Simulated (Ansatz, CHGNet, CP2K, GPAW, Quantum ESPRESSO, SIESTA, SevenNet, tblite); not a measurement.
# Random cubic perovskite-type alloy of BaTiO3 and PbTiO3 (40 atoms) in CP2K, part 2 of 2

Aim: run random cubic perovskite-type alloy of BaTiO3 and PbTiO3 (40 atoms) in CP2K and see how near its forces come to a plane-wave reference, and at what cost.

Program: CP2K 2026.2; the method stands at each step. Banners, paths, timers and routine set-up lines are dropped from the logs unmarked, and long logs keep their key lines alone; longer cuts are marked.

So far. Step 2 (PBE, DZVP-MOLOPT-SR, 800/50 Ry, diagonalisation): Forces lie 8.1 % from the reference's, at 16 times its CPU time (on 4 against 8 cores). Step 3 (PBE, TZVP-UZH, 800/50 Ry, diagonalisation): Against the first run (8.1 %), the force difference from the reference is 4.4 %, at 1.5 times the CPU time, with 864 basis functions against 628; this set comes with other potentials too, so the change isn't the basis's alone.

## 4. PBE, SZV-MOLOPT-SR, 800/50 Ry, diagonalisation

Method: Kohn-Sham DFT, PBE, GTH-PBE pseudopotentials, Gaussian and plane waves, SZV-MOLOPT-SR-GTH, diagonalisation.

input.inp reads:

```
&GLOBAL
  PROJECT cell
  RUN_TYPE ENERGY_FORCE
  PRINT_LEVEL LOW
&END GLOBAL
&FORCE_EVAL
  METHOD QS
  STRESS_TENSOR ANALYTICAL
  &DFT
    BASIS_SET_FILE_NAME BASIS_MOLOPT
    POTENTIAL_FILE_NAME GTH_POTENTIALS
    &MGRID
      CUTOFF 800
      REL_CUTOFF 50
      NGRIDS 5
    &END MGRID
    &QS
      EPS_DEFAULT 1.0E-12
    &END QS
    &SCF
      SCF_GUESS ATOMIC
      EPS_SCF 1.0E-06
      MAX_SCF 200
      ADDED_MOS 14
      &DIAGONALIZATION
        ALGORITHM STANDARD
      &END DIAGONALIZATION
      &SMEAR ON
        METHOD FERMI_DIRAC
        ELECTRONIC_TEMPERATURE [K] 580
      &END SMEAR
      &MIXING
        METHOD BROYDEN_MIXING
        ALPHA 0.3
        NBROYDEN 8
      &END MIXING
      &PRINT
        &RESTART OFF
        &END RESTART
      &END PRINT
    &END SCF
    &XC
      &XC_FUNCTIONAL PBE
      &END XC_FUNCTIONAL
    &END XC
    &PRINT
      &MULLIKEN ON
      &END MULLIKEN
      &LOWDIN ON
      &END LOWDIN
      &MO ON
        EIGENVALUES T
        OCCUPATION_NUMBERS T
        MO_INDEX_RANGE 137 160
        &EACH
          QS_SCF 0
        &END EACH
        ADD_LAST NUMERIC
      &END MO
    &END PRINT
  &END DFT
  &SUBSYS
    &CELL
      A 7.97000 0.00000 0.00000
      B 0.00000 7.97000 0.00000
      C 0.00000 0.00000 7.97000
    &END CELL
    &COORD
      SCALED
[... 40 atom lines left out: the same atoms as in the first run ...]
    &END COORD
    &KIND Pb
      BASIS_SET SZV-MOLOPT-SR-GTH-q4
      POTENTIAL GTH-PBE-q4
    &END KIND
    &KIND Ti
      BASIS_SET SZV-MOLOPT-SR-GTH-q12
      POTENTIAL GTH-PBE-q12
    &END KIND
    &KIND O
      BASIS_SET SZV-MOLOPT-SR-GTH-q6
      POTENTIAL GTH-PBE-q6
    &END KIND
    &KIND Ba
      BASIS_SET SZV-MOLOPT-SR-GTH-q10
      POTENTIAL GTH-PBE-q10
    &END KIND
  &END SUBSYS
  &PRINT
    &FORCES ON
    &END FORCES
    &STRESS_TENSOR ON
    &END STRESS_TENSOR
  &END PRINT
&END FORCE_EVAL
```

Launch:

```console
$ OMP_NUM_THREADS=1 cp2k.psmp -i input.inp > output.txt
```

Numbers of over 12 decimals in the logs are rounded to 6 here.

What it wrote:

```text
CP2K| version string:                                       CP2K version 2026.2
 CP2K| Input file name                                                 input.inp
 GLOBAL| Basis set file name                                        BASIS_MOLOPT
 GLOBAL| Potential file name                                      GTH_POTENTIALS
 GLOBAL| Run type                                                   ENERGY_FORCE
 GLOBAL| Total number of message passing processes                             1
 GLOBAL| Number of threads for this process                                    1
[... lines left out ...]
                        Smear method:                                FERMI_DIRAC
[... lines left out ...]
 Number of electrons:                                                        296
[... lines left out ...]
  Step     Update method      Time    Convergence         Total energy    Change
[... lines left out ...]
  *** SCF run converged in    20 steps ***
[... lines left out ...]
  Fermi energy:                                                 0.368461
  Total energy:                                              -966.749076
  Total energy (extrapolated to T->0):                       -966.749039
[... lines left out ...]
 MO| E(Fermi):            0.368461 a.u.         10.026335 eV
[... lines left out ...]
      39     O        3          6.718311                             -0.718311
      40     O        3          6.697411                             -0.697411
 # Total charge                            296.000000                  0.000000
 ENERGY| Total FORCE_EVAL ( QS ) energy [hartree]           -966.749087
 FORCES| Atomic forces [hartree/bohr]
 FORCES|   Atom     x               y               z               |f|
 FORCES|      1 -3.32714777E-04 -4.49364937E-03 -1.41460887E-03   4.72278541E-03
 FORCES|      2 -4.08882653E-03 -6.19833062E-02 -7.98888867E-03   6.26296343E-02
 FORCES|      3 -1.63368585E-02  9.99411374E-04  8.87947749E-03   1.86208724E-02
[...]
FORCES|     39  3.11124339E-02 -8.06459325E-03  5.05129333E-03   3.25351621E-02
 FORCES|     40 -4.67836928E-04 -2.49112824E-03  8.69212957E-03   9.05415417E-03
 FORCES| Sum    -2.13091396E-03 -1.47870509E-04  5.03961730E-04
 FORCES| Total atomic force                                       2.19468390E-03
 STRESS| Analytical stress tensor [bar]
 STRESS|                        x                   y                   z
 STRESS|      x        1.09489225631E+05   3.32286304903E+03  -4.17500705594E+02
 STRESS|      y        3.32286304903E+03   1.03592445354E+05  -3.66747053492E+02
 STRESS|      z       -4.17500705594E+02  -3.66747053492E+02   1.10725828820E+05
 STRESS| 1/3 Trace                                             1.07935833268E+05
```

Wall time 1.7 min (1 thread of Arm Neoverse V2, shared host); peak memory 1.8 GiB.

Against the reference:

```
r.m.s. force component                           : 0.8726 eV/Å
r.m.s. difference of force components            : 460.2 meV/Å
longest difference of force vectors              : 2425 meV/Å
force difference over r.m.s. force               : 88.3 %
slope of forces against the reference's          : 1.512
correlation of force components                  : 0.9029
gap (highest filled to lowest empty level) : 0.7443 eV
gap difference                                   : -0.6757 eV
pressure                                         : 10.79 GPa
pressure difference                              : 7.4 GPa
```

This is a coarse setting, run to see what it loses.

Against the first run (8.1 %), the force difference from the reference is 88 %, at 0.50 times the CPU time (on 1 against 4 cores), with 212 basis functions against 628: the smaller basis costs accuracy.

## 5. PBE, DZVP-MOLOPT-SR, 800/50 Ry, OT DIIS

Method: Kohn-Sham DFT, PBE, GTH-PBE pseudopotentials, Gaussian and plane waves, DZVP-MOLOPT-SR-GTH, orbital transformation.

input.inp reads:

```
&GLOBAL
  PROJECT cell
  RUN_TYPE ENERGY_FORCE
  PRINT_LEVEL LOW
&END GLOBAL
&FORCE_EVAL
  METHOD QS
  STRESS_TENSOR ANALYTICAL
  &DFT
    BASIS_SET_FILE_NAME BASIS_MOLOPT
    POTENTIAL_FILE_NAME GTH_POTENTIALS
    &MGRID
      CUTOFF 800
      REL_CUTOFF 50
      NGRIDS 5
    &END MGRID
    &QS
      EPS_DEFAULT 1.0E-12
    &END QS
    &SCF
      SCF_GUESS ATOMIC
      EPS_SCF 1.0E-06
      MAX_SCF 30
      &OT
        MINIMIZER DIIS
        PRECONDITIONER FULL_ALL
        ENERGY_GAP 0.001
      &END OT
      &OUTER_SCF
        EPS_SCF 1.0E-06
        MAX_SCF 8
      &END OUTER_SCF
      &PRINT
        &RESTART OFF
        &END RESTART
      &END PRINT
    &END SCF
    &XC
      &XC_FUNCTIONAL PBE
      &END XC_FUNCTIONAL
    &END XC
    &PRINT
      &MULLIKEN ON
      &END MULLIKEN
      &LOWDIN ON
      &END LOWDIN
      &MO_CUBES
        NHOMO 1
        NLUMO 4
        WRITE_CUBE F
      &END MO_CUBES
    &END PRINT
  &END DFT
  &SUBSYS
    &CELL
      A 7.97000 0.00000 0.00000
      B 0.00000 7.97000 0.00000
      C 0.00000 0.00000 7.97000
    &END CELL
    &COORD
[... 40 atom lines left out: the same atoms as in the first run ...]
    &END COORD
    &KIND Pb
      BASIS_SET DZVP-MOLOPT-SR-GTH-q4
      POTENTIAL GTH-PBE-q4
    &END KIND
    &KIND Ti
      BASIS_SET DZVP-MOLOPT-SR-GTH-q12
      POTENTIAL GTH-PBE-q12
    &END KIND
    &KIND O
      BASIS_SET DZVP-MOLOPT-SR-GTH-q6
      POTENTIAL GTH-PBE-q6
    &END KIND
    &KIND Ba
      BASIS_SET DZVP-MOLOPT-SR-GTH-q10
      POTENTIAL GTH-PBE-q10
    &END KIND
  &END SUBSYS
  &PRINT
    &FORCES ON
    &END FORCES
    &STRESS_TENSOR ON
    &END STRESS_TENSOR
  &END PRINT
&END FORCE_EVAL
```

Launch:

```console
$ OMP_NUM_THREADS=1 mpirun -np 4 cp2k.psmp -i input.inp > output.txt
```

What it wrote:

```text
CP2K| version string:                                       CP2K version 2026.2
 CP2K| Input file name                                                 input.inp
 GLOBAL| Basis set file name                                        BASIS_MOLOPT
 GLOBAL| Potential file name                                      GTH_POTENTIALS
[... lines left out ...]
  Total energy:                                              -968.570711
[... lines left out ...]
  Step     Update method      Time    Convergence         Total energy    Change
[... lines left out ...]
  *** SCF run converged in    11 steps ***
[... lines left out ...]
  Total energy:                                              -968.579854
[... lines left out ...]
  outer SCF loop converged in   2 iterations or   41 steps
[... lines left out ...]
 Fermi Energy [eV] :    7.372500
[... lines left out ...]
 WARNING : did not converge in ot_eigensolver
[... lines left out ...]
 ENERGY| Total FORCE_EVAL ( QS ) energy [hartree]           -968.579854
[... lines left out ...]
 FORCES|      1  1.61939579E-03 -3.93587249E-03 -2.24700102E-03   4.81274855E-03
 FORCES|      2 -3.95172507E-03 -3.67954924E-02 -9.78263409E-04   3.70200134E-02
 FORCES|      3 -1.13877077E-02 -3.59571323E-03  1.31185212E-02   1.77399165E-02
[...]
FORCES|     39  1.93233563E-02 -2.71505868E-03  3.30406689E-03   1.97909196E-02
 FORCES|     40  4.73627648E-03 -2.32527429E-03 -4.40046994E-04   5.29460639E-03
 FORCES| Sum    -1.56051816E-03 -1.33008985E-04  3.80468855E-04
 FORCES| Total atomic force                                       1.61172729E-03
 STRESS| Analytical stress tensor [bar]
 STRESS|                        x                   y                   z
 STRESS|      x        4.50956664221E+04   1.17127636403E+03  -3.33912769380E+02
 STRESS|      y        1.17127636403E+03   4.07750889012E+04   2.89624153368E+02
 STRESS|      z       -3.33912769380E+02   2.89624153368E+02   5.13030897986E+04
 STRESS| 1/3 Trace                                             4.57246150406E+04
```

Wall time 1.9 min (4 MPI ranks); peak memory 2.9 GiB; 7.6 min of CPU time.

The solver for the empty levels stopped short of its threshold, so the gap is rough; its iterations count in the time.

Numbers from this run, and their distance from the reference:

- r.m.s. force component: 0.5515 eV/Å
- r.m.s. difference of force components: 42.44 meV/Å
- longest difference of force vectors: 204.5 meV/Å
- force difference over r.m.s. force: 8.143 %
- slope of forces against the reference's: 1.056
- correlation of force components: 0.9985
- gap (highest filled to lowest empty level): 1.356 eV
- gap difference: -0.0643 eV
- pressure: 4.572 GPa
- pressure difference: 1.179 GPa
- energy less the same-level run's: 0.0001 meV/atom
- r.m.s. force difference from the same-level run: 0.063 meV/Å

Against the first run (8.1 %), the force difference from the reference is 8.1 %, at 2.2 times the CPU time (41 SCF steps against 16): another solver or mixer reaches the same state.

## 6. PBE+D3(BJ), DZVP-MOLOPT-SR, 800/50 Ry, diagonalisation

Method: Kohn-Sham DFT, PBE+D3(BJ), GTH-PBE pseudopotentials, Gaussian and plane waves, DZVP-MOLOPT-SR-GTH, diagonalisation.

Changes to input.inp since step 5:

```diff
@@ -22,12 +22,16 @@
       EPS_SCF 1.0E-06
-      MAX_SCF 30
-      &OT
-        MINIMIZER DIIS
-        PRECONDITIONER FULL_ALL
-        ENERGY_GAP 0.001
-      &END OT
-      &OUTER_SCF
-        EPS_SCF 1.0E-06
-        MAX_SCF 8
-      &END OUTER_SCF
+      MAX_SCF 200
+      ADDED_MOS 14
+      &DIAGONALIZATION
+        ALGORITHM STANDARD
+      &END DIAGONALIZATION
+      &SMEAR ON
+        METHOD FERMI_DIRAC
+        ELECTRONIC_TEMPERATURE [K] 580
+      &END SMEAR
+      &MIXING
+        METHOD BROYDEN_MIXING
+        ALPHA 0.3
+        NBROYDEN 8
+      &END MIXING
       &PRINT
@@ -40,2 +44,10 @@
       &END XC_FUNCTIONAL
+      &VDW_POTENTIAL
+        POTENTIAL_TYPE PAIR_POTENTIAL
+        &PAIR_POTENTIAL
+          TYPE DFTD3(BJ)
+          PARAMETER_FILE_NAME dftd3.dat
+          REFERENCE_FUNCTIONAL PBE
+        &END PAIR_POTENTIAL
+      &END VDW_POTENTIAL
     &END XC
@@ -46,7 +58,11 @@
       &END LOWDIN
-      &MO_CUBES
-        NHOMO 1
-        NLUMO 4
-        WRITE_CUBE F
-      &END MO_CUBES
+      &MO ON
+        EIGENVALUES T
+        OCCUPATION_NUMBERS T
+        MO_INDEX_RANGE 137 160
+        &EACH
+          QS_SCF 0
+        &END EACH
+        ADD_LAST NUMERIC
+      &END MO
     &END PRINT
```

What it wrote:

```text
CP2K| version string:                                       CP2K version 2026.2
 CP2K| Input file name                                                 input.inp
 GLOBAL| Basis set file name                                        BASIS_MOLOPT
 GLOBAL| Potential file name                                      GTH_POTENTIALS
 GLOBAL| Run type                                                   ENERGY_FORCE
 GLOBAL| Total number of message passing processes                             4
 GLOBAL| Number of threads for this process                                    1
[... lines left out ...]
                        Smear method:                                FERMI_DIRAC
[... lines left out ...]
 Number of electrons:                                                        296
[... lines left out ...]
  Step     Update method      Time    Convergence         Total energy    Change
[... lines left out ...]
  *** SCF run converged in    16 steps ***
[... lines left out ...]
  Fermi energy:                                                 0.295844
  Total energy:                                              -968.971696
  Total energy (extrapolated to T->0):                       -968.971696
[... lines left out ...]
 MO| E(Fermi):            0.295844 a.u.          8.050333 eV
[... lines left out ...]
      39     O        3          6.614869                             -0.614869
      40     O        3          6.605366                             -0.605366
 # Total charge                            296.000000                 -0.000000
 ENERGY| Total FORCE_EVAL ( QS ) energy [hartree]           -968.971677
 FORCES| Atomic forces [hartree/bohr]
 FORCES|   Atom     x               y               z               |f|
 FORCES|      1  1.65117040E-03 -3.93592274E-03 -2.22455131E-03   4.81315697E-03
 FORCES|      2 -3.98889697E-03 -3.68633123E-02 -9.43878512E-04   3.70905109E-02
 FORCES|      3 -1.14074765E-02 -3.63188542E-03  1.31058156E-02   1.77505920E-02
[...]
FORCES|     39  1.93363228E-02 -2.69905774E-03  3.31515653E-03   1.98032461E-02
 FORCES|     40  4.76549533E-03 -2.31596825E-03 -4.54083070E-04   5.31787985E-03
 FORCES| Sum    -1.56051880E-03 -1.33004480E-04  3.80479571E-04
 FORCES| Total atomic force                                       1.61173007E-03
 STRESS| Analytical stress tensor [bar]
 STRESS|                        x                   y                   z
 STRESS|      x        1.11245038666E+04   1.16188223382E+03  -3.30761613284E+02
 STRESS|      y        1.16188223382E+03   6.80288269490E+03   2.90674258590E+02
 STRESS|      z       -3.30761613284E+02   2.90674258590E+02   1.73851205953E+04
 STRESS| 1/3 Trace                                             1.17708357189E+04
```

Elapsed: 52 s, on 4 MPI ranks; peak memory 3.7 GiB.

Numbers from this run, and their distance from the reference:

```yaml
r_m_s_force_component: 0.5522 eV/Å
r_m_s_difference_of_force_components: 43.77 meV/Å
longest_difference_of_force_vectors: 214.5 meV/Å
force_difference_over_r_m_s_force: 8.398 %
slope_of_forces_against_the_reference_s: 1.058
correlation_of_force_components: 0.9983
spacing_of_highest_filled_and_lowest_empty_level: 1.356 eV
gap_difference: -0.0644 eV
pressure: 1.177 GPa
pressure_difference: -2.217 GPa
```

Against the first run (8.1 %), the force difference from the reference is 8.4 %, at 1.0 times the CPU time; the model has changed, so this is no error of the program alone.

## 7. The ladder

Differences are against the plane-wave reference, forces as r.m.s. over components; share is that over the reference's r.m.s. force, slope the least-squares factor from reference forces to these. Total energies of different programs have different zeros and aren't compared.

```tsv
run	Δ force, r.m.s. (meV/Å)	share (%)	slope	Δ pressure (GPa)	Δ gap (eV)	cores	CPU time	memory (GiB)
reference	-	-	-	-	-	8	13 s	0.72
CP2K PBE, DZVP-MOLOPT-SR, 800/50 Ry, diagonalisation	42.5	8.15	1.056	1.18	-0.0644	4	3.5 min	3.7
CP2K PBE, TZVP-UZH, 800/50 Ry, diagonalisation	22.9	4.39	1.020	1.58	-0.127	4	5.1 min	4.9
CP2K PBE, SZV-MOLOPT-SR, 800/50 Ry, diagonalisation (coarse)	460	88.3	1.512	7.40	-0.676	1	1.7 min	1.8
CP2K PBE, DZVP-MOLOPT-SR, 800/50 Ry, OT DIIS	42.4	8.14	1.056	1.18	-0.0643	4	7.6 min	2.9
CP2K PBE+D3(BJ), DZVP-MOLOPT-SR, 800/50 Ry, diagonalisation	43.8	8.40	1.058	-2.22	-0.0644	4	3.5 min	3.7
```

Rows marked coarse were listed beforehand as settings not expected to be converged; some can still land near the reference.

CPU time is summed over cores on a shared host, where runs went side by side, so it is rough. Symmetry, cutoffs, thresholds, outputs and thread counts weren't matched or tuned between programs; memory under MPI is the largest rank's times the ranks.

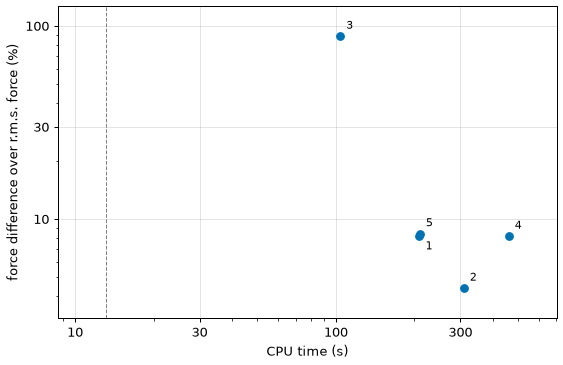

Force difference against CPU time; the dashed line marks the reference's time. Points: 1 CP2K PBE, DZVP-MOLOPT-SR, 800/50 Ry, diagonalisation; 2 CP2K PBE, TZVP-UZH, 800/50 Ry, diagonalisation; 3 CP2K PBE, SZV-MOLOPT-SR, 800/50 Ry, diagonalisation; 4 CP2K PBE, DZVP-MOLOPT-SR, 800/50 Ry, OT DIIS; 5 CP2K PBE+D3(BJ), DZVP-MOLOPT-SR, 800/50 Ry, diagonalisation.

Mean charges by element (e), by run and scheme:

```tsv
run	scheme	Pb	Ti	O	Ba
reference	Löwdin	+0.94	+1.33	-0.81	+1.76
CP2K PBE, DZVP-MOLOPT-SR, 800/50 Ry, diagonalisation	Mulliken	+1.17	+0.64	-0.66	+1.49
CP2K PBE, TZVP-UZH, 800/50 Ry, diagonalisation	Mulliken	+1.30	+1.48	-0.99	+1.67
CP2K PBE, DZVP-MOLOPT-SR, 800/50 Ry, OT DIIS	Mulliken	+1.17	+0.64	-0.66	+1.49
CP2K PBE+D3(BJ), DZVP-MOLOPT-SR, 800/50 Ry, diagonalisation	Mulliken	+1.17	+0.64	-0.66	+1.49
```

The reference's Löwdin charges lack the electrons that the projection spills, 0.051 e an atom on average.

Within one program, basis, potentials and functional, energies share a zero. Each run against its twin at the usual cutoff or grid and solver:

```tsv
run	twin	Δ energy (meV/atom)	Δ force, r.m.s. (meV/Å)	CPU time over the twin's
CP2K PBE, DZVP-MOLOPT-SR, 800/50 Ry, OT DIIS	DZVP-MOLOPT-SR, 800/50 Ry, diagonalisation	1.0e-4	0.063	2.2
```

Further runs of this program without a result: CP2K GFN1-xTB, diagonalisation (not converged); CP2K PBE, DZVP-MOLOPT-SR, 800/50 Ry, SIGN filter 1e-05, SCF 1e-06 (not converged); CP2K PBE, DZVP-MOLOPT-SR, 800/50 Ry, SIGN filter 1e-04, SCF 1e-05 (not converged); CP2K PBE, DZVP-MOLOPT-SR, 800/50 Ry, SIGN filter 1e-06, SCF 1e-06 (not converged).

## 8. Results

| Property | Result |
| --- | --- |
| nearest in forces | CP2K PBE, TZVP-UZH, 800/50 Ry, diagonalisation, 4.4 % |
| its CPU time | 5.1 min |

**Reading.** The PBE runs in local orbitals, coarse settings apart, differ by 4.4 % (CP2K PBE, TZVP-UZH, 800/50 Ry, diagonalisation) to 8.1 % (CP2K PBE, DZVP-MOLOPT-SR, 800/50 Ry, diagonalisation); basis, grid and potentials can all enter. Rows with another functional or a dispersion term differ by 8.4 % (CP2K PBE+D3(BJ), DZVP-MOLOPT-SR, 800/50 Ry, diagonalisation), which mixes the change of model with differences of basis and potentials. Runs with settings chosen to be coarse differ by 88 % (CP2K PBE, SZV-MOLOPT-SR, 800/50 Ry, diagonalisation), their programs' other errors included. None of the electronic-structure runs in the table takes under half the reference's CPU time of 13 s; they take 7.9 to 35 times as much. At the same functional, gaps differ from the reference's 1.42 eV by between -0.68 and -0.06 eV. These are spacings on the run's k-points, which needn't hold the band edges. In pressure, CP2K PBE, SZV-MOLOPT-SR, 800/50 Ry, diagonalisation misses by +7.4 GPa, at the same functional. Charges hang on scheme and program or settings: among these rows the mean for Ti runs from +0.64 to +1.48 e. The potentials hold different valence shells: 336 electrons in the reference, 296 in CP2K with SZV-MOLOPT-SR; this bears on time and differences. The host structure and its lattice constant were typed by rule, without a check against the phase diagram. The reference's pressure of 3.4 GPa belongs to a cell and atoms that aren't relaxed at this level. The electronic-structure runs sample only Γ, in a cell whose shortest periodic width is 8 Å. Spin–orbit coupling is left out, which matters for the levels of the heavy elements.

[Also dropped from logs without a mark: logging warnings of Python, and SIESTA's first energy breakdown and zero terms.]

[Logs are printed without paths, hosts, clocks, repeated set-up lines and the standing remarks that a program may print on its own settings, such as how far it seeks lower states.]

[Hosts, paths, dates, database ids (printed as entryN), source tags and the programs' standing remarks are cut or masked in the printed files.]
